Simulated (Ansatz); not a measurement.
The starting structures come from a database of crystals and need not be the phases stable at ambient conditions.

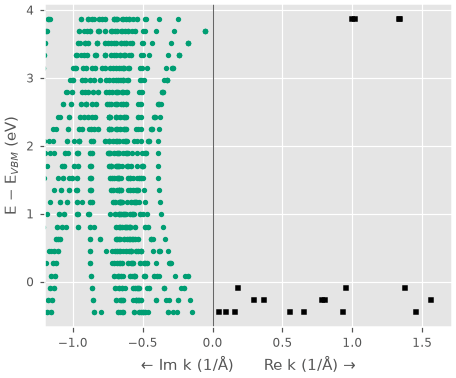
Fig. 1. Complex bands at the centre of the two-dimensional zone; r2SCAN run with Ansatz (a quantum-chemistry and plane-wave program)

The gap is the functional's own, uncorrected, and κ follows it; spin-orbit coupling is left out. Mid-gap values are interpolated between the computed energies.

Task: This is YScO3 (P6_3/mmc, not sure to be the ambient phase, 10 atoms a cell, 13.9 Å³ an atom, -4 GPa at this level) along the normal of (110). Read off the slowest decay at the centre of the two-dimensional zone at 1.89 eV, the computed energy nearest the middle of the gap.

Result: κ ≈ 0.39 1/Å, a decay length 1/(2κ) of the density of 1.3 Å.
